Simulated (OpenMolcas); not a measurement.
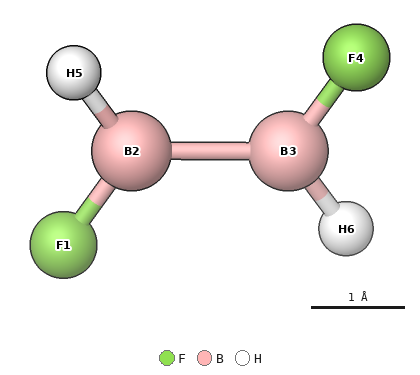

**Figure 1.** The input geometry (ball-and-stick view, seen at a tilt; atoms are numbered from 1 in the order of the input).

Run report: B₂H₂F₂, single-point calculation (part 1 of 2)

System: B₂H₂F₂.
Method: CASSCF/ANO-RCC-VTZP, DKH2 (OpenMolcas 26.06).

The geometry comes from this level: GFN2-xTB.

Output
```
--- Start Module: gateway ---

                                              &GATEWAY

                       available to each process: 1.9 GB of memory, 1 thread

++    Symmetry information:
      ---------------------

                    Character Table for C1

                             E
                    a        1  x, y, xy, Rz, z, xz, Ry, yz, Rx, I
--

++    Basis set information:
      ----------------------

      Basis set label: F.ANO-RCC...2S1P.

      Electronic valence basis set:
      ------------------
      Associated Effective Charge   9.000000 au
      Associated Actual Charge      9.000000 au
      Nuclear Model: Point charge

      Shell  nPrim  nBasis  Cartesian Spherical Contaminant
         s      14       2        X
         p       9       1        X

      Basis set label: B.ANO-RCC...2S1P.

      Electronic valence basis set:
      ------------------
      Associated Effective Charge   5.000000 au
      Associated Actual Charge      5.000000 au
      Nuclear Model: Point charge

      Shell  nPrim  nBasis  Cartesian Spherical Contaminant
         s      14       2        X
         p       9       1        X

      Basis set label: F.ANO-RCC...2S1P.

      Electronic valence basis set:
      ------------------
      Associated Effective Charge   9.000000 au
      Associated Actual Charge      9.000000 au
      Nuclear Model: Point charge

      Shell  nPrim  nBasis  Cartesian Spherical Contaminant
         s      14       2        X
         p       9       1        X

      Basis set label: H.ANO-RCC...1S.

      Electronic valence basis set:
      ------------------
      Associated Effective Charge   1.000000 au
      Associated Actual Charge      1.000000 au
      Nuclear Model: Point charge

      Shell  nPrim  nBasis  Cartesian Spherical Contaminant
         s       8       1        X
--

++    Molecular structure info:
      -------------------------

                    ************************************************
                    **** Cartesian Coordinates / bohr, angstrom ****
                    ************************************************

     Center  Label                x              y              z                     x              y              z
        1      F1               0.000000       0.000000       0.000000              0.000000       0.000000       0.000000
        2      B2               0.000000       0.000000       2.490434              0.000000       0.000000       1.317881
        3      B3               2.803160       0.000000       4.104779              1.483369       0.000000       2.172155
        4      F4               2.802773      -0.020107       6.594960              1.483163      -0.010640       3.489902
        5      H5              -2.046422       0.004244       3.378828             -1.082920       0.002246       1.787999
        6      H6               4.850155       0.018521       3.218463              2.566591       0.009801       1.703138

                    ***************************************
                    *    InterNuclear Distances / bohr    *
                    ***************************************

               1 F1            2 B2            3 B3            4 F4            5 H5            6 H6
    1 F1       0.000000
    2 B2       2.490434        0.000000
    3 B3       4.970605        3.234782        0.000000
    4 F4       7.165852        4.970218        2.490262        0.000000
    5 H5       3.950233        2.230943        4.903618        5.818830        0.000000
    6 H6       5.820898        4.904526        2.230714        3.948923        6.898456        0.000000

                    *******************************************
                    *    InterNuclear Distances / angstrom    *
                    *******************************************

               1 F1            2 B2            3 B3            4 F4            5 H5            6 H6
    1 F1       0.000000
    2 B2       1.317881        0.000000
    3 B3       2.630331        1.711773        0.000000
    4 F4       3.792005        2.630126        1.317790        0.000000
    5 H5       2.090373        1.180564        2.594883        3.079192        0.000000
    6 H6       3.080287        2.595363        1.180443        2.089680        3.650506        0.000000

                    **************************************
                    *    Valence Bond Angles / degree    *
                    **************************************
                          Atom centers                 Phi
                      1 F1       2 B2       5 H5       113.47
                      4 F4       3 B3       6 H6       113.42
--

            Nuclear Potential Energy             87.59581014 au

--- Stop Module: gateway /rc=_RC_ALL_IS_WELL_ ---

--- Start Module: seward ---

                                              &SEWARD

                       available to each process: 1.9 GB of memory, 1 thread

               SEWARD will generate:
                  Multipole Moment integrals up to order  2
                  Kinetic Energy integrals
                  Nuclear Attraction integrals (point charge)
                  One-Electron Hamiltonian integrals
                  Velocity integrals
                  Relativistic Douglas-Kroll-Hess integrals:
                    - Parametrization         : EXP
                    - DKH order of Hamiltonian: 2
                    - DKH order of Properties : 0
                         - multipole moment operators
                         - electric potential operators
                         - contact operators
                  Orbital angular momentum around (  1.4015  -0.0058   3.2976 )
                  Velocity quadrupole around (  1.4015  -0.0058   3.2976 )
                  Atomic mean-field integrals
                  Two-Electron Repulsion integrals

                   Integrals are discarded if absolute value <: 1.00E-14
                   Integral cutoff threshold is set to       <: 1.00E-16

            Nuclear Potential Energy             87.59581014 au

      Basis set specifications :
      Symmetry species         a
      Basis functions           22

--- Stop Module: seward /rc=_RC_ALL_IS_WELL_ ---
--- Module seward spent 1 second ---

--- Start Module: rasscf ---

                                              &RASSCF

                       available to each process: 1.9 GB of memory, 1 thread

      Header of the ONEINT file:
      --------------------------

      OrdInt status: non-squared

      Cartesian coordinates in angstrom:
      -----------------------------------------------------
      No.  Label        X            Y            Z
      -----------------------------------------------------
       1   F1         0.00000000   0.00000000   0.00000000
       2   B2         0.00000000   0.00000000   1.31788100
       3   B3         1.48336852   0.00000000   2.17215534
       4   F4         1.48316349  -0.01064042   3.48990236
       5   H5        -1.08291985   0.00224557   1.78799898
       6   H6         2.56659143   0.00980105   1.70313750
      -----------------------------------------------------
      Nuclear repulsion energy =   87.59581014

++    Wave function specifications:
      -----------------------------

      Number of closed shell electrons          28
      Number of electrons in active shells       2
      Max number of holes in RAS1 space          0
      Max nr of electrons in RAS3 space          0
      Number of inactive orbitals               14
      Number of active orbitals                  2
      Number of secondary orbitals               6
      Spin quantum number                      0.0
      State symmetry                             1
--

++    Orbital specifications:
      -----------------------

      Symmetry species                           1
                                                 a
      Frozen orbitals                            0
      Inactive orbitals                         14
      Active orbitals                            2
      RAS1 orbitals                              0
      RAS2 orbitals                              2
      RAS3 orbitals                              0
      Secondary orbitals                         6
      Deleted orbitals                           0
      Number of basis functions                 22
--

++    CI expansion specifications:
      ----------------------------

      Number of CSFs                             3
      Number of spin combinations                3
      Number of determinants                     4
      Number of root(s) required                 1
      Root chosen for geometry opt.              1
      CI root used                               1

      highest root included in the CI            1
      max. size of the explicit Hamiltonian      3
--

++    Optimization specifications:
      ----------------------------

      RASSCF algorithm: Conventional
      Maximum number of macro iterations       200
      Maximum number of SX iterations          100
      Threshold for RASSCF energy            1.000E-08
      Threshold for max MO rotation          1.000E-01
      Threshold for max BLB element          1.000E-04
      Level shift parameter                  5.000E-01
      Make Quasi-Newton update
--

      The MO-coefficients are taken from the file:
      step1.ScfOrb
      Title: SCF orbitals

      Total molecular charge    0.00

      Molecular orbitals exchanged:
        In symmetry  1 :   7  15
        In symmetry  1 :  16  18

      ************************************************************************************************************************
      *                                            Wave function control section                                             *
      ************************************************************************************************************************

                                         RASSCF iterations: Energy and convergence statistics
                                         ----------------------------------------------------

          iter iter root      energy       change     param      element    value   shift minimum  type update hh:mm:ss
 Nr of preliminary CI iterations:   1
        1   1    6    1  -249.51676353    0.00E+00   2.25E-01*   8  16 1  4.45E-04*  0.02   0.00    SX    NO    0:00:00
        2   1    5    1  -249.51713266   -3.69E-04* -1.71E-01*  10  16 1 -4.57E-04*  0.01   0.00    SX    NO    0:00:00
        3   1    5    1  -249.51735940   -2.27E-04*  1.58E-01*  10  16 1 -4.82E-04*  0.00   0.00    SX    NO    0:00:00
        4   1    6    1  -249.51763546   -2.76E-04* -1.49E-01*  15  20 1 -4.76E-04*  0.00   0.00    SX    NO    0:00:00
        5   1    6    1  -249.51810237   -4.67E-04* -1.32E-01*  15  22 1  1.12E-03*  0.00   2.50    LS   YES    0:00:00
        6   1    6    1  -249.51871329   -6.11E-04* -1.23E-01*  15  22 1  2.16E-03*  0.00   2.50    LS   YES    0:00:00
        7   1    6    1  -249.51940426   -6.91E-04* -1.60E-01*  15  22 1  3.33E-03*  0.00   2.50    QN   YES    0:00:00
        8   1    7    1  -249.51907249    3.32E-04* -9.18E-02   15  22 1  7.32E-03*  0.00  -0.05    SX   YES    0:00:00
        9   1    6    1  -249.51982232   -7.50E-04* -9.58E-02   15  22 1  5.93E-03*  0.00   2.50    LS   YES    0:00:00
       10   1    6    1  -249.52063780   -8.15E-04* -2.89E-01*  15  22 1  4.39E-03*  0.00   2.50    QN   YES    0:00:00
       11   1    7    1  -249.52235549   -1.72E-03*  3.35E-02   15  20 1  4.84E-03*  0.00   1.05    QN   YES    0:00:00
       12   1    7    1  -249.52221522    1.40E-04* -1.12E-01*  16  19 1  3.55E-03*  0.00  -0.50    SX   YES    0:00:00
       13   1    6    1  -249.52321181   -9.97E-04* -3.11E-01*  16  19 1  3.09E-03*  0.00   2.50    QN   YES    0:00:00
       14   1    6    1  -249.52468887   -1.48E-03* -1.08E-01*  15  22 1 -4.78E-03*  0.00   1.28    QN   YES    0:00:00
       15   1    6    1  -249.52486292   -1.74E-04* -3.93E-02   15  22 1 -3.19E-03*  0.00   0.96    QN   YES    0:00:00
       16   1    6    1  -249.52487952   -1.66E-05*  1.34E-02   15  20 1 -6.12E-04*  0.00   0.70    QN   YES    0:00:00
       17   1    5    1  -249.52488928   -9.76E-06*  5.99E-03   15  22 1  2.14E-04*  0.00   1.14    QN   YES    0:00:00
       18   1    5    1  -249.52489031   -1.03E-06* -2.02E-03   15  22 1  6.98E-05   0.00   1.30    QN   YES    0:00:00
       19   1    5    1  -249.52489048   -1.70E-07* -4.43E-04   15  22 1  5.46E-05   0.00   1.15    QN   YES    0:00:00
       20   1    4    1  -249.52489049   -8.43E-09   6.28E-05   15  22 1  7.47E-06   0.00   1.13    QN   YES    0:00:00
      Convergence after 20 iterations
       21   1    4    1  -249.52489049   -3.10E-10   6.28E-05   15  18 1  1.83E-06   0.00   1.13    QN   YES    0:00:00

      ************************************************************************************************************************
                                                      Wave function printout:
                       occupation of active orbitals, and spin coupling of open shells (u,d: Spin up or down)
      ************************************************************************************************************************

      Note: transformation to natural orbitals
      has been made, which may change the order of the CSFs.

      printout of CI-coefficients larger than  0.05 for root  1
      energy=    -249.524890
      conf/sym  11     Coeff  Weight
             1  20   0.99694 0.99389
             3  02  -0.07814 0.00611

      Natural orbitals and occupation numbers for root  1
      sym 1:   1.987788   0.012212

      ************************************************************************************************************************
      *                                                    Final results                                                     *
      ************************************************************************************************************************

++    Final optimization conditions:
      ------------------------------

      Average CI energy                            -249.52489049
      RASSCF energy for state  1                   -249.52489049
      Super-CI energy                                -0.00000000
      RASSCF energy change                           -0.00000000
      Max change in MO coefficients               5.012E-05
      Max non-diagonal density matrix element     6.278E-05
      Maximum BLB matrix element                  1.826E-06
      (orbital pair  15,  18 in symmetry   1)
      Norm of electronic gradient            4.446E-06
--

      Final state energy(ies):
      ------------------------

::    RASSCF root number  1 Total energy:   -249.52489049
      Von Neumann Entropy (Root   1) =  0.05370

      Mulliken population analysis for root number:  1
      -----------------------------------------------

++    Molecular charges:
      ------------------

      Mulliken charges per centre
      ---------------------------

                F1      B2      B3      F4      H5      H6
      Total    9.4201  4.6088  4.6088  9.4201  0.9711  0.9711

      N-E     -0.4201  0.3912  0.3912 -0.4201  0.0289  0.0289

      Total electronic charge=   30.000000

      Total            charge=   -0.000000
--

      Expectation values of various properties for root number:  1
      -----------------------------------------------------------

++    Molecular properties:
      ---------------------

      Charge (e):
                      =   -0.0000
      Dipole Moment (debye):
      Origin of the operator (angstrom)=    0.7416   -0.0031    1.7450
                   X= -5.9705E-04               Y=  5.1055E-03               Z=  6.9865E-05           Total=  5.1408E-03
      Quadrupole Moment (debye*angstrom):
      Origin of the operator (angstrom)=    0.7416   -0.0031    1.7450
                  XX= -2.7399E+01              XY= -2.3689E-03              XZ= -1.8014E+00              YY= -2.2313E+01
                  YZ=  3.8956E-02              ZZ= -3.2994E+01
      In traceless form (debye*angstrom)
                  XX=  2.5501E-01              XY= -3.5534E-03              XZ= -2.7020E+00              YY=  7.8831E+00
                  YZ=  5.8433E-02              ZZ= -8.1381E+00
--

      LoProp population analysis for root number:  1
      -----------------------------------------------

++    LoProp analysis:
      ----------------

++    Static properties:
      ------------------

      LoProp Charges per center

                   F1       B2       B3       F4       H5       H6
      Nuclear      9.0000   5.0000   5.0000   9.0000   1.0000   1.0000
      Electronic  -9.2322  -4.7689  -4.7689  -9.2322  -0.9989  -0.9989

      Total       -0.2322   0.2311   0.2311  -0.2322   0.0011   0.0011
--

      Natural Bond Order analysis for root number:  1
```
